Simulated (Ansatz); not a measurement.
# CaCu3: relaxing a made-up structure

This structure for CaCu3 is made up. Its elements were placed in a known structure type with a cell scaled to their sizes. What cell does the guess relax to, and how far off was it?

Program: Ansatz 0.2.0. Level of theory: DFT, PBEsol, plane-wave PAW, files of the set soft_1, scalar-relativistic, ferromagnetic start, cell and ions relaxed at zero pressure; PAW set soft_1, in the first sound run; inputs show where later runs differ. Results are calculated unless marked as measured.

### 1. The starting structure

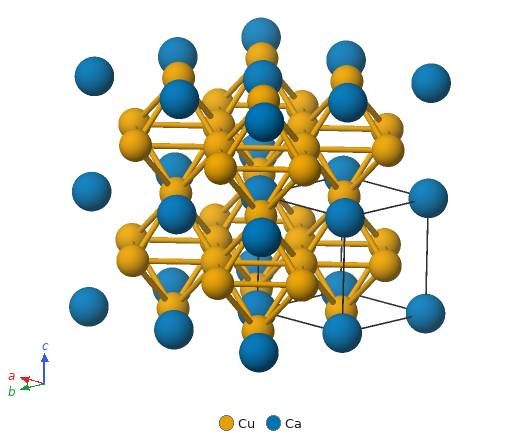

The cell as given, from a free direction (copper orange, calcium blue). 2×2×2 cells are drawn. Some periodic images of atoms are drawn too.

### 2. Relaxation of the guess

The guess takes its coordinates from another compound and its volume from a rule, so the cell and any free coordinates are relaxed together.

Input file input.yaml:

```yaml
crystal:
  lattice:
    - [4.078, 0.0, 0.0]
    - [0.0, 4.078, 0.0]
    - [0.0, 0.0, 4.078]
  atoms:
    - { symbol: Cu, position: [0.5, 0.5, 0.0], spin: 0.6 }
    - { symbol: Cu, position: [0.5, 0.0, 0.5], spin: 0.6 }
    - { symbol: Cu, position: [0.0, 0.5, 0.5], spin: 0.6 }
    - { symbol: Ca, position: [0.0, 0.0, 0.0] }
magnetization:
  spin_polarized: true
kpoints:
  mp_grid: { grid: [7, 7, 7] }
scf:
  occupations: { method: fermi_dirac, width: 0.05 }
hamiltonian:
  xc: pbesol
  pseudopotentials: { kind: paw, azcp: { folder: soft_1 }, xc_functional: pbe }
relax:
  f_tol: 0.015
  max_steps: 70
  cell: {}
output:
  forces: true
  stress: true
```

Command:

```
ansatz run input.yaml --threads 4 --pin off --max-ram 8192MiB --backend cpu --events-out ev --progress --plain --runs-dir out
```

Numbers of over 12 decimals in the logs are rounded to 6 here.

What it wrote:

```text
Engine: ansatz 0.2.0, aarch64-unknown-linux-gnu
Pseudopotentials: kind: paw
Pseudopotential: Cu, paw, valence charge 19, recommended cutoff 420 eV (normal), soft_1/Cu.paw.azcp
Pseudopotential: Ca, paw, valence charge 10, recommended cutoff 420 eV (normal), soft_1/Ca.paw.azcp
Functional definition: PBEsol
  exchange = pbesol_x
  correlation = pbesol_c
Crystal: 4 atoms, lattice volume = 67.817 Å³
Basis set: ecut = 420 eV, 1357 PW (Γ), exchange–correlation on 60×60×60 points (8 copies of the dense FFT grid, shifted against one another)
Bands: 42, of which v1, the nominal top of the filled ones, is band 34 counted from 1 (33 counted from 0)
Symmetry: 48 space group operations
Space group: Pm-3m (ITA 221), of the structure as read, at distance tolerance 4.1e-5 Å
Magnetic group: BNS 221.92 (UNI 1594), of the structure as read, at distance tolerance 4.1e-5 Å
k-points: 20 of 343
Non-local potential: Cu, projectors of the file, l = 0: 3, l = 1: 2, l = 2: 3, l = 3: 1
Non-local potential: Ca, projectors of the file, l = 0: 3, l = 1: 2, l = 2: 2
PAW form: soft (Blöchl's): semilocal exchange-correlation on the pseudo side does not see the compensation charge
PAW frozen core: Cu, regenerated for the run's functional, and the local potential with it (the file was generated under x = pbe(κ = 0.804, μ = 0.219515), c = pbe(β = 0.066725))
PAW frozen core: Ca, regenerated for the run's functional, and the local potential with it (the file was generated under x = pbe(κ = 0.804, μ = 0.219515), c = pbe(β = 0.066725))
PAW one-centre angular grid: Cu, 590 points (default); XC on 64 Gauss nodes
PAW one-centre angular grid: Ca, 110 points (default); XC on 64 Gauss nodes
Initial density: superposition of atomic densities (chi_scale 0.1, normalization cell, long waves kept (reshape's long-wave potential 0.00 eV rms))
Starting moments: Σ|m| = 1.8 μB on 3 of 4 sites
Initial wavefunctions: pseudopotential atomic-orbital guess
Functional: x = pbesol(κ = 0.804, μ = 0.123457), c = pbesol(β = 0.046)
SCF iter   1: F=—  HF=-21574.716102 eV  |F-HF|=—  |Δ(HF+E_count)|=         —  Δρ=3.16e-1 (↑3.02e-1 ↓3.16e-1)  dr2=2.09e2  dr2_m=5.08e-2  M=1.834 μB ∫|m|=1.937 μB  β_m=1.00  ethr=3.10e-3  ⟨swp⟩=9.2  Hψ=8179  notcnv=0
preconditioner: auto → Kerker (q_TF=auto, 2.723 Å⁻¹)  [metal: Δε(μ)=0.004 eV  Ē_g=7.782 eV  σ=0.050 eV  W_gap=0.02  n_scr=26 (ndim 8)  ℏωp=28.9 eV  f_vac=0.000  D(μ)=8.74/eV (n_scr^D=122)]
spin=Collinear: Kerker preconditioning applied to the charge; magnetization (m = ρ↑ − ρ↓) channel mixes plain (no charge-response kernel on spin).
SCF iter   2: F=—  HF=-21565.766673 eV  |F-HF|=—  |Δ(HF+E_count)|=    8.95e0  Δρ=1.77e-1 (↑5.50e-2 ↓1.77e-1)  dr2=1.52e1  dr2_m=2.73e0  M=0.117 μB ∫|m|=0.188 μB  β_m=0.30  ethr=3.10e-3  ⟨swp⟩=4.2  Hψ=5555  notcnv=0  defer=21
SCF iter   3: F=—  HF=-21559.071729 eV  |F-HF|=—  |Δ(HF+E_count)|=    6.69e0  Δρ=4.94e-2 (↑3.79e-2 ↓4.94e-2)  dr2=4.18e-1  dr2_m=1.07e0  M=0.217 μB ∫|m|=0.326 μB  β_m=0.30  ethr=3.10e-3  ⟨swp⟩=3.3  Hψ=4042  notcnv=0  defer=80
SCF iter   4: F=—  HF=-21558.936726 eV  |F-HF|=—  |Δ(HF+E_count)|=   1.35e-1  Δρ=4.38e-2 (↑4.38e-2 ↓1.93e-2)  dr2=8.26e-1  dr2_m=5.70e-1  M=0.201 μB ∫|m|=0.281 μB  β_m=0.30  ethr=6.23e-4  ⟨swp⟩=2.0  Hψ=3611  notcnv=0  defer=73
SCF iter   5: F=—  HF=-21559.308332 eV  |F-HF|=—  |Δ(HF+E_count)|=   3.72e-1  Δρ=5.43e-2 (↑6.03e-3 ↓5.43e-2)  dr2=1.26e0  dr2_m=4.35e-1  M=0.087 μB ∫|m|=0.146 μB  β_m=0.30  ethr=6.23e-4  ⟨swp⟩=3.1  Hψ=2932  notcnv=0  defer=77
Mixer restart at iter 5: flushing history
spin-set hold released at iteration 5 (site moments contracting): the magnetisation degrees of freedom join the quasi-Newton model from the next iteration; the mixer history was flushed
SCF iter   6: F=—  HF=-21559.219083 eV  |F-HF|=—  |Δ(HF+E_count)|=   8.92e-2  Δρ=3.09e-2 (↑8.21e-3 ↓3.09e-2)  dr2=2.56e-1  dr2_m=2.31e-1  M=0.080 μB ∫|m|=0.122 μB  β_m=0.57  ethr=6.23e-4  ⟨swp⟩=2.1  Hψ=2754  notcnv=0  defer=82
SCF iter   7: F=—  HF=-21559.264357 eV  |F-HF|=—  |Δ(HF+E_count)|=   4.53e-2  Δρ=2.69e-2 (↑1.49e-2 ↓2.69e-2)  dr2=7.31e-1  dr2_m=2.36e-2  M=0.018 μB ∫|m|=0.041 μB  β_m=0.45  ethr=3.82e-4  ⟨swp⟩=2.1  Hψ=3200  notcnv=0  defer=82
SCF iter   8: F=—  HF=-21559.097343 eV  |F-HF|=—  |Δ(HF+E_count)|=   1.67e-1  Δρ=5.40e-3 (↑5.40e-3 ↓1.47e-3)  dr2=6.36e-3  dr2_m=4.38e-3  M=0.010 μB ∫|m|=0.025 μB  β_m=0.72  ethr=3.82e-4  ⟨swp⟩=2.1  Hψ=2951  notcnv=0  defer=82
SCF iter   9: F=—  HF=-21559.114205 eV  |F-HF|=—  |Δ(HF+E_count)|=   1.69e-2  Δρ=1.93e-3 (↑1.93e-3 ↓4.14e-4)  dr2=9.32e-4  dr2_m=7.73e-4  M=0.003 μB ∫|m|=0.012 μB  β_m=0.86  ethr=9.50e-6  ⟨swp⟩=2.0  Hψ=2554  notcnv=0  defer=82
SCF iter  10: F=—  HF=-21559.114137 eV  |F-HF|=—  |Δ(HF+E_count)|=   6.72e-5  Δρ=4.95e-4 (↑1.43e-4 ↓4.95e-4)  dr2=7.57e-5  dr2_m=3.27e-5  M=-0.000 μB ∫|m|=0.003 μB  β_m=0.92  ethr=1.39e-6  ⟨swp⟩=2.3  Hψ=2370  notcnv=0  defer=82
SCF iter  11: F=—  HF=-21559.114281 eV  |F-HF|=—  |Δ(HF+E_count)|=   1.44e-4  Δρ=9.12e-5 (↑5.76e-5 ↓9.12e-5)  dr2=7.98e-6  dr2_m=2.58e-6  M=-0.000 μB ∫|m|=0.001 μB  β_m=0.96  ethr=1.13e-7  ⟨swp⟩=2.0  Hψ=2294  notcnv=0  defer=82
SCF iter  12: F=—  HF=-21559.114284 eV  |F-HF|=—  |Δ(HF+E_count)|=   2.93e-6  Δρ=1.35e-5 (↑1.35e-5 ↓1.25e-5)  dr2=1.08e-6  dr2_m=7.11e-10  M=-0.000 μB ∫|m|=0.000 μB  β_m=0.98  ethr=1.19e-8  ⟨swp⟩=2.1  Hψ=2271  notcnv=0  defer=82
SCF iter  13: F=—  HF=-21559.114284 eV  |F-HF|=—  |Δ(HF+E_count)|=   2.94e-7  Δρ=4.36e-6 (↑1.61e-6 ↓4.36e-6)  dr2=2.10e-8  dr2_m=3.93e-9  M=0.000 μB ∫|m|=0.000 μB  β_m=0.97  ethr=1.49e-10  ⟨swp⟩=2.2  Hψ=5468  notcnv=0
SCF iter  14: F=—  HF=-21559.114284 eV  |F-HF|=—  |Δ(HF+E_count)|=   5.04e-9  Δρ=5.21e-7 (↑3.51e-7 ↓5.21e-7)  dr2=1.52e-10  dr2_m=8.81e-11  M=0.000 μB ∫|m|=0.000 μB  β_m=0.99  ethr=3.13e-11  ⟨swp⟩=3.0  Hψ=3749  notcnv=0
SCF iter  15: F=-21559.114284 eV  HF=-21559.114284 eV  |F-HF|=1.46e-11  |Δ(HF+E_count)|=  2.76e-10  Δρ=1.04e-7 (↑1.04e-7 ↓1.03e-7)  dr2=4.30e-12  dr2_m=5.50e-12  M=0.000 μB ∫|m|=0.000 μB  ethr=1.00e-12  ⟨swp⟩=2.0  Hψ=2539  notcnv=0
WARN: the starting moments were not kept: the SCF closed with an absolute magnetisation of 8.7e-6 μB, where they sum to 1.8 μB in size (3 sites). That is at most 0.1 of that sum. Measured as dr2_m measures the in/out step, that magnetisation stands 3.2e-12 eV from none, at or under the dr2_threshold of 1.0e-7 eV: it is no larger than a step whose dr2_m would equal this threshold. The system may hold no moment; this S [...]
SCF 1 converged in 15 iterations: F = -21559.114284 eV  dr2 = 4.30e-12
[...]
SCF iter   8: F=-21559.197231 eV  HF=-21559.197231 eV  |F-HF|=1.57e-8  |Δ(HF+E_count)|=   2.84e-8  Δρ=5.53e-6 (↑5.53e-6 ↓4.68e-6)  dr2=4.63e-8  dr2_m=1.76e-10  M=0.000 μB ∫|m|=0.000 μB  ethr=4.14e-10  ⟨swp⟩=2.0  Hψ=4864  notcnv=0
the starting moments were not kept: the SCF closed with an absolute magnetisation of 1.1e-5 μB, where they sum to 1.8 μB in size (3 sites). That is at most 0.1 of that sum. Measured as dr2_m measures the in/out step, that magnetisation stands 6.5e-12 eV from none, at or under the dr2_threshold of 4.0e-7 eV: it is no larger than a step whose dr2_m would equal this threshold.
SCF 3 converged in 8 iterations: F = -21559.197231 eV  dr2 = 4.63e-8
  greatest PAW one-centre occupation: 1.000 electrons in one spin orbital (limit 2), on the Cu atom at site 2 (counted from 0), in its partial waves of l = 0
relax step   3: F+E_penalty+E_count = -21559.19723136 eV  Δ(F+E_penalty+E_count) = -2.557e-3 eV  max|allowed force component| = 1.029e-28 eV/Å  Δτ_max = 0.0000 Å  P = -0.161 GPa  Ω = 62.953 Å³  energy of the carried Pulay correction = +1.803e-3 eV  (8 SCF iters, dr2 threshold 4.00e-7 eV, accepted)
[...]
relax step   4: F+E_penalty+E_count = -21559.19734881 eV  Δ(F+E_penalty+E_count) = -1.174e-4 eV  max|allowed force component| = 6.771e-29 eV/Å  Δτ_max = 0.0000 Å  P = -0.004 GPa  Ω = 62.823 Å³  energy of the carried Pulay correction = +1.853e-3 eV  (8 SCF iters, dr2 threshold 6.45e-8 eV, accepted)
Basis set: ecut = 420 eV, 1237 PW (Γ), exchange–correlation on 54×54×54 points (8 copies of the dense FFT grid, shifted against one another)
Initial wavefunctions: pseudopotential atomic-orbital guess (no wavefunctions were taken with the density)
iter 1 solved again at ethr=6.33e-6 eV; its pass at ethr=3.10e-3 eV (dr2=4.24e-3 eV) is discarded
SCF iter   1: F=—  HF=-21559.195259 eV  |F-HF|=—  |Δ(HF+E_count)|=         —  Δρ=5.19e-5 (↑5.18e-5 ↓5.19e-5)  dr2=2.10e-6  dr2_m=3.34e-12  M=-0.000 μB ∫|m|=0.000 μB  β_m=0.30  ethr=6.33e-6  ⟨swp⟩=2.2  Hψ=10166  notcnv=0
eigensolver tolerance schedule: the retry pair's looser diagonalisation over-reported the residual by 2023.16 of it (diagonalisation noise at an unbounded share of the residual, at the tolerance the schedule requests for it); recorded, not acted on — ethr = c·dr2/N_el stays at c = 1.0e-1
preconditioner: auto → Kerker (q_TF=auto, 2.758 Å⁻¹)  [metal: Δε(μ)=0.038 eV  Ē_g=10.005 eV  σ=0.050 eV  W_gap=0.18  n_scr=26 (ndim 8)  ℏωp=30.0 eV  f_vac=0.000  D(μ)=2.83/eV (n_scr^D=26)]
spin=Collinear: Kerker preconditioning applied to the charge; magnetization (m = ρ↑ − ρ↓) channel mixes plain (no charge-response kernel on spin).
SCF iter   2: F=—  HF=-21559.195266 eV  |F-HF|=—  |Δ(HF+E_count)|=   7.37e-6  Δρ=1.60e-4 (↑1.60e-4 ↓1.60e-4)  dr2=3.76e-5  dr2_m=1.47e-12  M=-0.000 μB ∫|m|=0.000 μB  β_m=0.53  ethr=3.13e-9  ⟨swp⟩=2.5  Hψ=3205  notcnv=0
SCF iter   3: F=—  HF=-21559.195269 eV  |F-HF|=—  |Δ(HF+E_count)|=   2.75e-6  Δρ=5.05e-5 (↑5.05e-5 ↓5.05e-5)  dr2=4.50e-6  dr2_m=4.07e-13  M=-0.000 μB ∫|m|=0.000 μB  β_m=0.77  ethr=3.13e-9  ⟨swp⟩=2.0  Hψ=3020  notcnv=0
SCF iter   4: F=—  HF=-21559.195265 eV  |F-HF|=—  |Δ(HF+E_count)|=   4.13e-6  Δρ=1.90e-5 (↑1.90e-5 ↓1.90e-5)  dr2=2.40e-7  dr2_m=3.44e-15  M=-0.000 μB ∫|m|=0.000 μB  β_m=0.84  ethr=3.13e-9  ⟨swp⟩=2.0  Hψ=3018  notcnv=0
SCF iter   5: F=—  HF=-21559.195266 eV  |F-HF|=—  |Δ(HF+E_count)|=   8.95e-7  Δρ=3.45e-6 (↑3.45e-6 ↓3.45e-6)  dr2=6.28e-9  dr2_m=1.93e-15  M=-0.000 μB ∫|m|=0.000 μB  β_m=0.92  ethr=3.58e-10  ⟨swp⟩=2.0  Hψ=2378  notcnv=0
SCF iter   6: F=—  HF=-21559.195266 eV  |F-HF|=—  |Δ(HF+E_count)|=   3.30e-8  Δρ=2.83e-7 (↑2.82e-7 ↓2.83e-7)  dr2=1.14e-10  dr2_m=6.07e-16  M=-0.000 μB ∫|m|=0.000 μB  β_m=0.96  ethr=9.37e-12  ⟨swp⟩=2.0  Hψ=3020  notcnv=0
SCF iter   7: F=-21559.195266 eV  HF=-21559.195266 eV  |F-HF|=0.00e0  |Δ(HF+E_count)|=  2.36e-10  Δρ=6.37e-8 (↑6.36e-8 ↓6.37e-8)  dr2=1.32e-11  dr2_m=3.63e-17  M=-0.000 μB ∫|m|=0.000 μB  ethr=1.00e-12  ⟨swp⟩=3.7  Hψ=4684  notcnv=0
the starting moments were not kept: the SCF closed with an absolute magnetisation of 1.6e-8 μB, where they sum to 1.8 μB in size (3 sites). That is at most 0.1 of that sum. Measured as dr2_m measures the in/out step, that magnetisation stands 1.3e-17 eV from none, at or under the dr2_threshold of 4.0e-11 eV: it is no larger than a step whose dr2_m would equal this threshold.
SCF 5 converged in 7 iterations: F = -21559.195266 eV  dr2 = 1.32e-11
relax step   5: F+E_penalty+E_count = -21559.19526584 eV  Δ(F+E_penalty+E_count) = +2.083e-3 eV  max|allowed force component| = 1.104e-29 eV/Å  Δτ_max = 0.0000 Å  P = +0.005 GPa  Ω = 62.823 Å³  stress off target by 4.91e-3 GPa  SCF on the basis re-selected at this cell (its energy is not comparable with the rows above)  (7 SCF iters)
basis re-selected at this cell: Δ(F+E_penalty+E_count) = +2.083e-3 eV, ΔP = +0.009 GPa vs the last step (what re-selecting the basis moved, of the pressure what is left beyond the Pulay correction that the steps carried, after the strain that the cell walked since its last selection, with what the two solves' SCF thresholds leave and, on support functions, any second-order correction that the steps lacked; it is no measure of the basis error at this ecutwfc). The dense FFT grid was sized anew with the basis: this SCF ran on 27×27×27 points, the steps before it on 30×30×30, so part of this shift can come from that change (see relax.cell in the input reference). [rest of the remark cut]
SCF converged after 7 iterations
Magnetization: -0.0000 μB (33.5000 up, 33.5000 down)
Absolute magnetization: 0.0000 μB (∫|ρ↑−ρ↓|, with the PAW one-centre terms)
Spin contamination: 0.0000 ħ² per cell (⟨S²⟩ above its minimum at these occupations)
Per-site moments (μB) at R_I (Å): [(-1.476323258597623e-9, 1.159529), (-1.476323751491456e-9, 1.159529), (-1.4763232444059354e-9, 1.159529), (-1.854830321741765e-9, 1.159529)]
Free energy (F): -21559.195266 eV
Harris-Foulkes:  -21559.195266 eV  (|F-HF|=0.00e0)
Internal energy: -21559.173800 eV  (E = F + TS)
E sigma→0 (E₀):  -21559.184533 eV
Entropy (-TS):   -0.021466 eV (-5.366 meV/atom)
Fermi energy:    12.527027 eV
--- Per-component energies (eV) ---
  E_band       = -1403.508709
  E_kinetic    = 1044.043224
  E_local      = -16093.742216  (includes V_loc(G=0)·N_el)
  E_nonlocal   = 2774.726800
  E_hartree    = 6802.393740
  E_xc         = -330.931326
  E_vxc        = -422.822130  (∫ρ·V_xc dr)
  E_paw        = -6189.408444  (= ΣΔE_a)
  E_vpaw       = -2310.504916  (= ΣTr[D̂ρ^β])
  E_aug_tail   = 0.003106  (compensation charges beyond the density's cutoff)
  E_ewald      = -9566.996087
  E_core_change = 0.737402  (= ΣΔE_core)
  E_smearing   = -0.021466  (= −TS)
  E_closure    = -0.000000  (closes the sum)
  Σ components = -21559.195266   (vs F -21559.195266, Δ=0.00e0)
--- Forces (eV/Å), atoms counted from 1 ---
  atom   1  Cu     0.00000000    -0.00000000     0.00000000
  atom   2  Cu    -0.00000000     0.00000000    -0.00000000
  atom   3  Cu    -0.00000000     0.00000000     0.00000000
  atom   4  Ca    -0.00000000    -0.00000000     0.00000000
  max |Σ_I F_I| component: 6.31e-30 eV/Å
--- Stress (GPa, compression-positive) ---
        0.004913      -0.000000       0.000000
       -0.000000       0.004913       0.000000
        0.000000       0.000000       0.004913
  P = ⅓ Tr σ = 0.0049 GPa (0.049 kbar)
--- Relaxed structure (4 steps of the walk, 4 accepted, 1 SCFs on fresh bases) ---
  F+E_penalty+E_count = -21559.19526584 eV   max|allowed force component| = 1.104e-29 eV/Å   (the final SCF, on the basis selected at the relaxed cell)
  cell:  # Å, volume = 62.8228 Å³
    - [3.975324, 0, 0]
    - [0, 3.975324, 0.0]
    - [0.0, 0.0, 3.975324]
  atoms:
    - { symbol: Cu, position: [0.5, 0.5, 0] }
    - { symbol: Cu, position: [0.5, 0, 0.5] }
    - { symbol: Cu, position: [0, 0.5, 0.5] }
    - { symbol: Ca, position: [0, 0, 0] }
```

Run time: 7.8 s. Hardware: 4 threads of Arm Neoverse V2, shared host; peak memory 0.41 GiB.

Relaxation path:

```
step  energy less that of the first step (eV)  largest force component (eV/Å)  pressure (GPa)  volume (Å³)
   1                                   0.0000                          0.0000           -4.84        67.82
   2                                  -0.0804                          0.0000            1.11        61.94
   3                                  -0.0829                          0.0000           -0.16        62.95
   4                                  -0.0831                          0.0000            0.00        62.82
  5*                                  -0.0810                          0.0000            0.00        62.82
```

Relaxation steps marked * repeat the geometry before them on a plane-wave basis chosen anew for their cell, so energy and pressure can jump there.

Forces are held to the 48 operations that the run works with; a distortion that breaks them can't arise in this run.

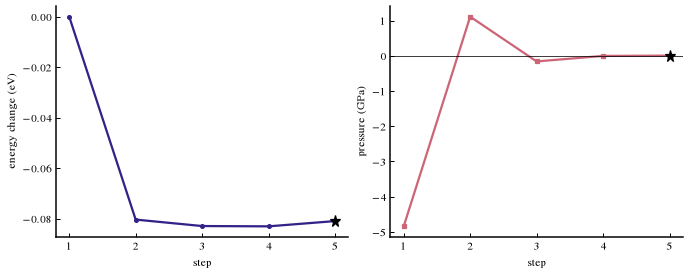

Energy and pressure along the relaxation. Stars mark steps on a basis chosen anew.

```
conventional cell, symmetrised  before  after  change
                         a (Å)   4.078  3.975  -2.5 %
                         b (Å)   4.078  3.975  -2.5 %
                         c (Å)   4.078  3.975  -2.5 %
              volume (Å³/atom)   16.95  15.71  -7.4 %
```

Numbers from this step:

```yaml
free_energy: -21559.1953 eV
energy_at_zero_smearing: -21559.1845 eV
smearing_term_ts: 0.02147 eV
fermi_energy: 12.53 eV
electrons: 67
symmetry_operations: 48
pressure: 0.004913 GPa
```

Shortest distances by pair of elements, guess and relaxed (not always the same contact):

```
 pair  guess (Å)  relaxed (Å)
Cu–Cu      2.884        2.811
Ca–Cu      2.884        2.811
Ca–Ca      4.078        3.975
```

The relaxation ends with a pressure of 0.00 GPa. The starting moments have collapsed: the run ends non-magnetic.

(Continued in part 2 of 2.)

[Logs are printed without paths, hosts, clocks, repeated set-up lines and the standing remarks that a program may print on its own settings, such as how far it seeks lower states.]

[Hosts, paths, dates, database ids (printed as entryN), source tags and the programs' standing remarks are cut or masked in the printed files.]
